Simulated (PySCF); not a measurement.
# C₂H₄BF₃S: NMR shifts at several levels of theory, part 2 of 2

PySCF 2.14.0. Atoms count from 0. Earlier steps stand in the parts before.

### Step 8. Shielding tensors: PBE0/cc-pVTZ

The job: settings as JSON, then the geometry in Å.

```
{"job": {"kind": "nmr", "xc": "PBE0", "basis": "cc-pVTZ", "pop": true}, "charge": 0, "multiplicity": 1}
F      1.785854    -1.585148     0.526021
C      1.660607    -0.245305     0.303724
S      0.726508     0.115205    -1.186537
C     -0.945940    -0.409706    -0.632734
B     -1.424823     0.828050     0.183934
F     -2.071263     1.829156    -0.382074
F     -1.143712     0.957064     1.473252
H      2.655221     0.202157     0.145466
H      1.180670     0.214495     1.182028
H     -1.530563    -0.576620    -1.547392
H     -0.854413    -1.354926    -0.081256
```

Level: GIAO PBE0/cc-pVTZ NMR shielding, non-relativistic, gas phase.

The program printed:

```text
coarse grid: 10624 points
cycle   1  E = -800.8386519635  dE =  7.561e-01  |g| = 7.602e-01  |ddm| = 6.328e+00
cycle   2  E = -800.7497184861  dE =  8.893e-02  |g| = 1.123e+00  |ddm| = 1.948e+00
cycle   3  E = -800.9284586529  dE = -1.787e-01  |g| = 5.746e-02  |ddm| = 1.118e+00
cycle   4  E = -800.9289824188  dE = -5.238e-04  |g| = 3.238e-02  |ddm| = 1.300e-01
cycle   5  E = -800.9291787556  dE = -1.963e-04  |g| = 7.486e-03  |ddm| = 4.744e-02
cycle   6  E = -800.9291879369  dE = -9.181e-06  |g| = 1.822e-03  |ddm| = 1.002e-02
final grid: 101672 points
cycle   7  E = -800.9315999219  dE = -1.294e-04  |g| = 1.028e-02  |ddm| = 9.475e-02
cycle   8  E = -800.9315867932  dE =  1.313e-05  |g| = 1.304e-02  |ddm| = 2.951e-02
cycle   9  E = -800.9316191779  dE = -3.238e-05  |g| = 8.514e-04  |ddm| = 1.683e-02
cycle  10  E = -800.9316192920  dE = -1.141e-07  |g| = 3.595e-04  |ddm| = 1.168e-03
cycle  11  E = -800.9316193125  dE = -2.047e-08  |g| = 1.077e-04  |ddm| = 4.923e-04
cycle  12  E = -800.9316193148  dE = -2.286e-09  |g| = 1.645e-05  |ddm| = 1.391e-04
cycle  13  E = -800.9316193148  dE = -5.593e-11  |g| = 4.238e-06  |ddm| = 2.456e-05
converged SCF energy = -800.9316193148

GIAO shielding tensors (ppm)
atom      isotropic    diamagn.    paramagn.     s11        s22        s33       span
  0 F      398.129     469.081     -70.953    332.852    402.740    458.794    125.941
  1 C       99.810     239.312    -139.502     53.330     93.420    152.680     99.349
  2 S      536.139    1056.293    -520.154    387.527    457.686    763.203    375.676
  3 C      176.670     245.745     -69.075    161.420    182.254    186.336     24.917
  4 B       80.560     196.387    -115.827     64.738     83.668     93.275     28.537
  5 F      268.385     464.332    -195.947    132.428    313.800    358.927    226.499
  6 F      262.070     469.062    -206.992    116.029    309.277    360.904    244.875
  7 H       26.165      28.563      -2.398     20.606     26.645     31.243     10.637
  8 H       25.647      30.450      -4.803     20.142     27.597     29.200      9.058
  9 H       29.797      29.507       0.290     24.884     27.171     37.336     12.452
 10 H       29.135      30.419      -1.283     24.092     28.038     35.277     11.185
```

Wall time 58 s (1 thread of Arm Neoverse N1, shared host); peak memory 1.1 GiB.

Key values: δ C1 87.5, C3 10.6, F5 -82.6, F0 -215.5, H7 5.39, H9 1.82 ppm (means over like atoms).

### Step 9. Shielding tensors: PBE0/aug-cc-pVDZ

Same as in step 8 but for these lines:

```diff
@@ -1,2 +1,2 @@
-{"job": {"kind": "nmr", "xc": "PBE0", "basis": "cc-pVTZ", "pop": true}, "charge": 0, "multiplicity": 1}
+{"job": {"kind": "nmr", "xc": "PBE0", "basis": "aug-cc-pVDZ", "pop": true}, "charge": 0, "multiplicity": 1}
 F      1.785854    -1.585148     0.526021
```

With the program's defaults for keys left out, this is: GIAO PBE0/aug-cc-pVDZ NMR shielding, non-relativistic, gas phase.

The program printed:

```text
coarse grid: 10624 points
cycle   1  E = -800.7217657549  dE =  7.901e-01  |g| = 6.781e-01  |ddm| = 7.103e+00
cycle   2  E = -800.6452327626  dE =  7.653e-02  |g| = 9.883e-01  |ddm| = 2.038e+00
cycle   3  E = -800.8013444617  dE = -1.561e-01  |g| = 5.669e-02  |ddm| = 1.108e+00
cycle   4  E = -800.8019096172  dE = -5.652e-04  |g| = 2.668e-02  |ddm| = 1.401e-01
cycle   5  E = -800.8020529755  dE = -1.434e-04  |g| = 6.906e-03  |ddm| = 4.644e-02
cycle   6  E = -800.8020618529  dE = -8.877e-06  |g| = 1.596e-03  |ddm| = 1.119e-02
final grid: 101672 points
cycle   7  E = -800.8100776217  dE = -4.483e-05  |g| = 8.634e-03  |ddm| = 1.289e-01
cycle   8  E = -800.8100659477  dE =  1.167e-05  |g| = 1.141e-02  |ddm| = 3.341e-02
cycle   9  E = -800.8100941509  dE = -2.820e-05  |g| = 6.761e-04  |ddm| = 1.722e-02
cycle  10  E = -800.8100942346  dE = -8.368e-08  |g| = 2.645e-04  |ddm| = 1.282e-03
cycle  11  E = -800.8100942464  dE = -1.180e-08  |g| = 7.187e-05  |ddm| = 4.297e-04
cycle  12  E = -800.8100942477  dE = -1.298e-09  |g| = 1.280e-05  |ddm| = 1.408e-04
cycle  13  E = -800.8100942477  dE = -3.570e-11  |g| = 3.954e-06  |ddm| = 2.885e-05
converged SCF energy = -800.8100942477

GIAO shielding tensors (ppm)
atom      isotropic    diamagn.    paramagn.     s11        s22        s33       span
  0 F      398.521     470.740     -72.219    332.588    403.945    459.032    126.444
  1 C      110.352     221.071    -110.720     63.424    106.177    161.454     98.029
  2 S      552.621    1045.197    -492.576    405.692    486.138    766.033    360.341
  3 C      183.259     201.665     -18.406    167.862    188.574    193.341     25.480
  4 B       89.812     193.696    -103.884     72.679     92.140    104.616     31.937
  5 F      282.045     466.677    -184.632    153.799    318.642    373.695    219.897
  6 F      273.295     461.502    -188.207    136.362    309.762    373.761    237.399
  7 H       26.131      30.434      -4.303     20.557     26.717     31.119     10.562
  8 H       25.555      30.664      -5.109     20.144     27.447     29.074      8.930
  9 H       29.793      32.644      -2.851     24.948     27.278     37.153     12.205
 10 H       29.117      30.081      -0.965     24.189     27.981     35.180     10.991
```

It took 38 s on 1 thread of Arm Neoverse N1, shared host; peak memory 0.88 GiB.

Key values: δ C1 84.8, C3 11.9, F5 -83.5, F0 -204.4, H7 5.55, H9 1.94 ppm (means over like atoms).

### Step 10. NMR shieldings: PBE0/IGLO-III

Same as in step 9 but for these lines:

```diff
@@ -1,2 +1,2 @@
-{"job": {"kind": "nmr", "xc": "PBE0", "basis": "aug-cc-pVDZ", "pop": true}, "charge": 0, "multiplicity": 1}
+{"job": {"kind": "nmr", "xc": "PBE0", "basis": "IGLO-III", "pop": true}, "charge": 0, "multiplicity": 1}
 F      1.785854    -1.585148     0.526021
```

With the program's defaults for keys left out, this is: GIAO PBE0/IGLO-III NMR shielding, non-relativistic, gas phase.

The program printed:

```text
coarse grid: 10624 points
cycle   1  E = -800.8517489335  dE =  7.300e-01  |g| = 7.793e-01  |ddm| = 2.393e+00
cycle   2  E = -800.7564336057  dE =  9.532e-02  |g| = 1.148e+00  |ddm| = 7.238e-01
cycle   3  E = -800.9428792010  dE = -1.864e-01  |g| = 6.557e-02  |ddm| = 4.055e-01
cycle   4  E = -800.9434419579  dE = -5.628e-04  |g| = 3.886e-02  |ddm| = 7.105e-02
cycle   5  E = -800.9437142349  dE = -2.723e-04  |g| = 8.125e-03  |ddm| = 2.632e-02
cycle   6  E = -800.9437239221  dE = -9.687e-06  |g| = 2.355e-03  |ddm| = 6.173e-03
final grid: 101672 points
cycle   7  E = -800.9529259152  dE = -1.374e-04  |g| = 1.062e-02  |ddm| = 6.472e-02
cycle   8  E = -800.9529135558  dE =  1.236e-05  |g| = 1.314e-02  |ddm| = 1.271e-02
cycle   9  E = -800.9529435027  dE = -2.995e-05  |g| = 1.072e-03  |ddm| = 7.254e-03
cycle  10  E = -800.9529436599  dE = -1.572e-07  |g| = 3.906e-04  |ddm| = 7.017e-04
cycle  11  E = -800.9529436821  dE = -2.220e-08  |g| = 1.390e-04  |ddm| = 2.860e-04
cycle  12  E = -800.9529436858  dE = -3.746e-09  |g| = 2.060e-05  |ddm| = 9.588e-05
cycle  13  E = -800.9529436859  dE = -8.481e-11  |g| = 3.239e-06  |ddm| = 1.797e-05
converged SCF energy = -800.9529436859

GIAO shielding tensors (ppm)
atom      isotropic    diamagn.    paramagn.     s11        s22        s33       span
  0 F      394.685     464.001     -69.316    325.297    401.053    457.705    132.408
  1 C       94.297     250.305    -156.009     45.707     87.849    149.334    103.626
  2 S      497.007    1058.194    -561.187    340.269    423.081    727.669    387.400
  3 C      173.152     253.344     -80.192    157.458    178.727    183.272     25.815
  4 B       76.281     192.320    -116.039     59.376     79.490     89.976     30.600
  5 F      268.352     467.005    -198.654    133.618    310.481    360.956    227.338
  6 F      259.538     468.071    -208.533    115.247    301.034    362.333    247.086
  7 H       26.180      28.346      -2.166     20.660     26.766     31.115     10.455
  8 H       25.549      31.051      -5.502     20.109     27.503     29.034      8.925
  9 H       29.792      28.948       0.844     24.922     27.270     37.182     12.260
 10 H       29.073      30.773      -1.701     24.067     28.017     35.133     11.066
```

Run time: 59 s. Hardware: 1 thread of Arm Neoverse N1, shared host; peak memory 1.1 GiB.

This run: δ C1 89.5, C3 10.6, F5 -89.3, F0 -220.1, H7 5.51, H9 1.94 ppm (means over like atoms).

### Step 11. Shielding tensors: PBE0/pcSseg-0

Same as in step 10 but for these lines:

```diff
@@ -1,2 +1,2 @@
-{"job": {"kind": "nmr", "xc": "PBE0", "basis": "IGLO-III", "pop": true}, "charge": 0, "multiplicity": 1}
+{"job": {"kind": "nmr", "xc": "PBE0", "basis": "pcSseg-0", "pop": true}, "charge": 0, "multiplicity": 1}
 F      1.785854    -1.585148     0.526021
```

With the program's defaults for keys left out, this is: GIAO PBE0/pcSseg-0 NMR shielding, non-relativistic, gas phase.

The program printed:

```text
coarse grid: 10624 points
cycle   1  E = -799.3259997892  dE =  7.264e-01  |g| = 6.719e-01  |ddm| = 3.341e+00
cycle   2  E = -799.2623982627  dE =  6.360e-02  |g| = 9.696e-01  |ddm| = 1.460e+00
cycle   3  E = -799.4128433182  dE = -1.504e-01  |g| = 2.989e-02  |ddm| = 7.571e-01
cycle   4  E = -799.4129876711  dE = -1.444e-04  |g| = 2.157e-02  |ddm| = 6.544e-02
cycle   5  E = -799.4130868756  dE = -9.920e-05  |g| = 3.246e-03  |ddm| = 2.512e-02
cycle   6  E = -799.4130888368  dE = -1.961e-06  |g| = 1.045e-03  |ddm| = 5.322e-03
final grid: 101672 points
cycle   7  E = -799.3704747174  dE = -2.000e-05  |g| = 8.673e-03  |ddm| = 2.285e-02
cycle   8  E = -799.3704672274  dE =  7.490e-06  |g| = 1.082e-02  |ddm| = 1.736e-02
cycle   9  E = -799.3704877244  dE = -2.050e-05  |g| = 3.924e-04  |ddm| = 1.007e-02
cycle  10  E = -799.3704877504  dE = -2.602e-08  |g| = 1.906e-04  |ddm| = 5.464e-04
cycle  11  E = -799.3704877568  dE = -6.395e-09  |g| = 3.583e-05  |ddm| = 1.929e-04
cycle  12  E = -799.3704877571  dE = -2.924e-10  |g| = 9.824e-06  |ddm| = 5.868e-05
converged SCF energy = -799.3704877571

GIAO shielding tensors (ppm)
atom      isotropic    diamagn.    paramagn.     s11        s22        s33       span
  0 F      425.222     470.790     -45.568    351.183    414.476    510.008    158.825
  1 C      102.374     252.782    -150.408     53.037     98.660    155.424    102.387
  2 S      583.326    1054.299    -470.973    440.176    521.863    787.938    347.763
  3 C      182.743     264.337     -81.594    166.184    185.561    196.484     30.300
  4 B       81.098     187.412    -106.314     61.013     89.098     93.183     32.170
  5 F      246.224     470.596    -224.372     73.797    282.523    382.352    308.555
  6 F      252.074     474.239    -222.165     74.692    294.951    386.579    311.887
  7 H       27.630      29.529      -1.899     21.858     27.738     33.292     11.434
  8 H       27.382      28.646      -1.264     21.966     29.022     31.159      9.194
  9 H       31.357      32.091      -0.733     26.010     28.321     39.740     13.729
 10 H       30.900      31.749      -0.850     25.218     29.794     37.687     12.469
```

Wall time 9.2 s (1 thread of Arm Neoverse N1, shared host); peak memory 0.48 GiB.

Key values: δ C1 91.1, C3 10.8, F5 -70.8, F0 -246.9, H7 5.33, H9 1.70 ppm (means over like atoms).

### Step 12. Shielding tensors: PBE0/pcSseg-2

Same as in step 11 but for these lines:

```diff
@@ -1,2 +1,2 @@
-{"job": {"kind": "nmr", "xc": "PBE0", "basis": "pcSseg-0", "pop": true}, "charge": 0, "multiplicity": 1}
+{"job": {"kind": "nmr", "xc": "PBE0", "basis": "pcSseg-2", "pop": true}, "charge": 0, "multiplicity": 1}
 F      1.785854    -1.585148     0.526021
```

Method: GIAO PBE0/pcSseg-2 NMR shielding, non-relativistic, gas phase.

The program printed:

```text
coarse grid: 10624 points
cycle   1  E = -800.8579825812  dE =  7.517e-01  |g| = 7.700e-01  |ddm| = 2.275e+00
cycle   2  E = -800.7654783059  dE =  9.250e-02  |g| = 1.130e+00  |ddm| = 7.917e-01
cycle   3  E = -800.9492883993  dE = -1.838e-01  |g| = 6.336e-02  |ddm| = 4.604e-01
cycle   4  E = -800.9498986574  dE = -6.103e-04  |g| = 3.380e-02  |ddm| = 5.944e-02
cycle   5  E = -800.9501085464  dE = -2.099e-04  |g| = 7.840e-03  |ddm| = 2.255e-02
cycle   6  E = -800.9501179372  dE = -9.391e-06  |g| = 2.186e-03  |ddm| = 6.061e-03
final grid: 101672 points
cycle   7  E = -800.9525256453  dE = -1.434e-04  |g| = 9.779e-03  |ddm| = 4.246e-02
cycle   8  E = -800.9525140642  dE =  1.158e-05  |g| = 1.248e-02  |ddm| = 1.193e-02
cycle   9  E = -800.9525427010  dE = -2.864e-05  |g| = 7.957e-04  |ddm| = 7.250e-03
cycle  10  E = -800.9525427833  dE = -8.230e-08  |g| = 3.720e-04  |ddm| = 7.835e-04
cycle  11  E = -800.9525428040  dE = -2.070e-08  |g| = 1.180e-04  |ddm| = 2.438e-04
cycle  12  E = -800.9525428067  dE = -2.692e-09  |g| = 1.465e-05  |ddm| = 9.676e-05
cycle  13  E = -800.9525428068  dE = -4.115e-11  |g| = 2.999e-06  |ddm| = 1.364e-05
converged SCF energy = -800.9525428068

GIAO shielding tensors (ppm)
atom      isotropic    diamagn.    paramagn.     s11        s22        s33       span
  0 F      394.858     466.992     -72.134    326.654    399.118    458.802    132.148
  1 C       93.806     241.968    -148.162     45.270     87.500    148.647    103.378
  2 S      494.828    1055.408    -560.579    335.789    415.952    732.744    396.955
  3 C      173.221     246.509     -73.289    157.211    179.164    183.287     26.076
  4 B       75.586     194.504    -118.919     58.695     78.901     89.161     30.466
  5 F      268.027     466.142    -198.116    132.513    309.606    361.961    229.448
  6 F      258.986     469.310    -210.325    113.700    300.468    362.788    249.088
  7 H       26.084      28.482      -2.398     20.562     26.511     31.179     10.618
  8 H       25.559      30.646      -5.087     20.079     27.500     29.098      9.019
  9 H       29.679      29.323       0.356     24.744     27.028     37.264     12.520
 10 H       29.004      29.979      -0.975     23.952     27.933     35.127     11.175
```

Run time: 77 s. Hardware: 1 thread of Arm Neoverse N1, shared host; peak memory 1.3 GiB.

Key values: δ C1 90.3, C3 10.9, F5 -87.7, F0 -219.1, H7 5.42, H9 1.90 ppm (means over like atoms).

### Step 13. Run by run: NMR shifts

Shifts (ppm) of some atoms, chosen among heavy atoms and hydrogens apart, means over like atoms, with basis size and wall time:

| run | C1 | H7 | H9 | F5 | F0 | S2 | B4 | functions | time |
| --- | --- | --- | --- | --- | --- | --- | --- | --- | --- |
| PBE0/6-31G* | 82.4 | 5.25 | 1.66 | -76.5 | -202.4 | -8 | 20.2 | 110 | 15 s |
| PBE0/6-311+G(2d,p) | 86.7 | 5.48 | 1.91 | -92.3 | -219.2 | 12 | 23.1 | 221 | 40 s |
| PBE0/def2-SVP | 83.6 | 4.96 | 1.46 | -63.7 | -199.6 | -21 | 21.4 | 122 | 16 s |
| PBE0/def2-TZVP | 88.1 | 5.39 | 1.83 | -86.4 | -218.0 | 10 | 22.5 | 247 | 49 s |
| PBE0/cc-pVDZ | 84.1 | 5.11 | 1.52 | -72.3 | -204.4 | -24 | 21.2 | 122 | 18 s |
| PBE0/cc-pVTZ | 87.5 | 5.39 | 1.82 | -82.6 | -215.5 | -11 | 22.2 | 270 | 58 s |
| PBE0/aug-cc-pVDZ | 84.8 | 5.55 | 1.94 | -83.5 | -204.4 | 5 | 20.4 | 201 | 38 s |
| PBE0/IGLO-III | 89.5 | 5.51 | 1.94 | -89.3 | -220.1 | 22 | 23.7 | 294 | 59 s |
| PBE0/pcSseg-0 | 91.1 | 5.33 | 1.70 | -70.8 | -246.9 | -68 | 23.8 | 75 | 9.2 s |
| PBE0/pcSseg-2 | 90.3 | 5.42 | 1.90 | -87.7 | -219.1 | 8 | 23.5 | 315 | 77 s |

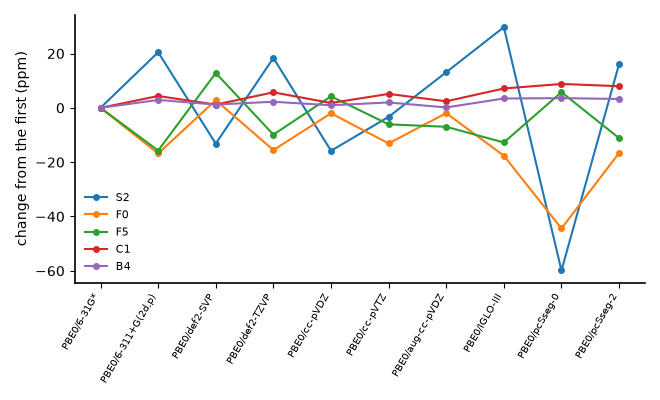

How five of the tabulated atoms move from run to run.

### Step 14. What came out

What follows sums up all 2 parts.

| quantity | value |
| --- | --- |
| point group | C1 |
| rotational constants (main isotopes) | 3.68, 1.27, 1.08 GHz |
| ¹³C shifts against TMS (PBE0/6-31G*) | 82.4, 9.4 ppm |
| ¹H shifts against TMS (PBE0/6-31G*, means over atoms taken as alike) | 5.25, 1.66 ppm |
| ¹⁹F shifts against CFCl3 (PBE0/6-31G*, means over atoms taken as alike) | -76.5, -202.4 ppm |
| ³³S shifts against CS2 (PBE0/6-31G*) | -8 ppm |
| ¹¹B shifts against BF3·OEt2 (PBE0/6-31G*) | 20.2 ppm |
| range of the shift of S2 | -68 to 22 ppm |

In words: Single values in the summary come from the first sound run of each kind (PBE0/6-31G*), which need not be the best level. The start of the PBE0/def2-SVP relaxation was shaken at random by about 0.01 Å, so part of the energy gained, and of the first lengths quoted, undoes that. The optimisation took 15 steps and gained 0.148 eV; among the close pairs (by a distance rule), S2–C3 changed most, from 1.793 to 1.838 Å. At PBE0/6-31G*: The largest span, 364 ppm, is at S2, where the paramagnetic term is -502 ppm. Across the 10 runs the shift of S2 moves most, between -68 (PBE0/pcSseg-0) and 22 ppm (PBE0/IGLO-III).
